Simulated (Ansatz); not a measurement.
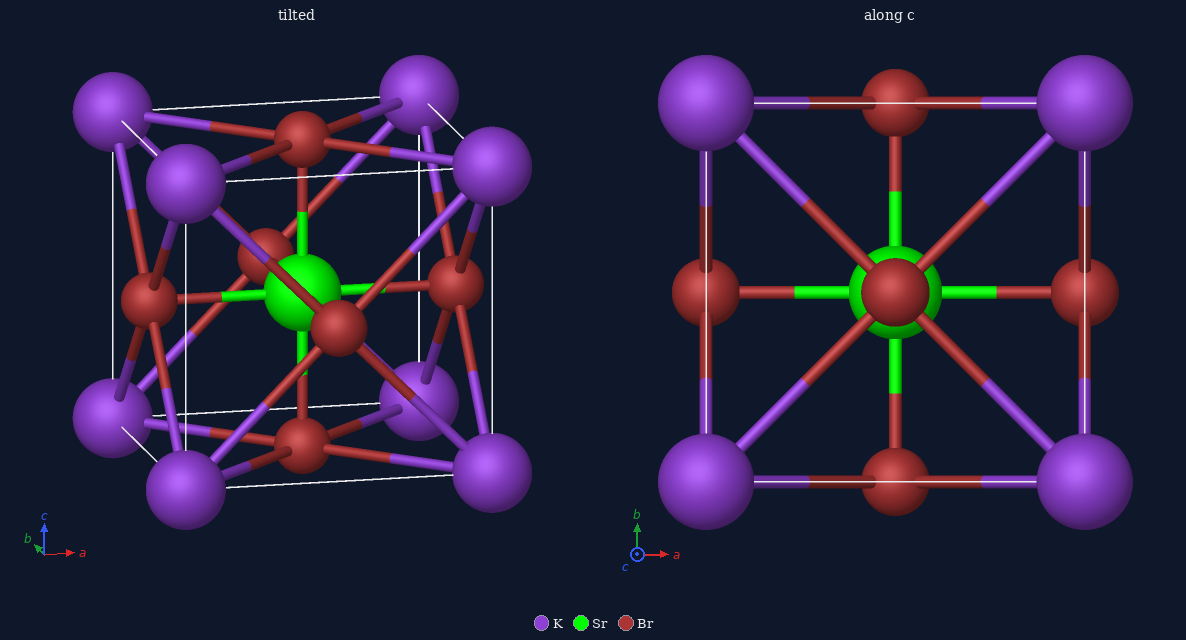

The crystal in a ball-and-stick representation, seen slightly off an axis and along the c axis. The conventional unit cell is outlined; an atom on or near a face, edge or corner is repeated at each equivalent position.

KSrBr$_{3}$, cubic perovskite, space group Pm-3m (No. 221), a = 5.879 Å, b = 5.879 Å, c = 5.879 Å, α = 90.00°, β = 90.00°, γ = 90.00°. The cell started as a structure type filled with these elements by a generator (whether the compound takes this form wasn't checked). The cell was then strained or its atoms displaced on purpose. Ansatz was used for an electronic-structure calculation on it.

This one geometry was computed with Ansatz (DFT, plane waves, PAW) at three levels of theory: HSE06, PBE and r2SCAN. It was relaxed with r2SCAN and then strained.

Q: How does the band gap change with the level of theory?

A: PBE: a gap of 3.79 eV, indirect; r2SCAN: a gap of 4.47 eV, indirect; HSE06: a gap of 4.90 eV, indirect.

Q: Collect the results in a table.

A:
| level | cutoff (eV) | k-mesh of the run's cell | gap (eV) | pressure (GPa) |
| --- | --- | --- | --- | --- |
| HSE06 | 420 | 4×4×4 | 4.90 | 0.8 |
| PBE | 420 | 4×4×4 | 3.79 | 1.0 |
| r2SCAN | 500 | 4×4×4 | 4.47 | 0.6 |

Gaps are taken on the k-mesh or band path of each run.
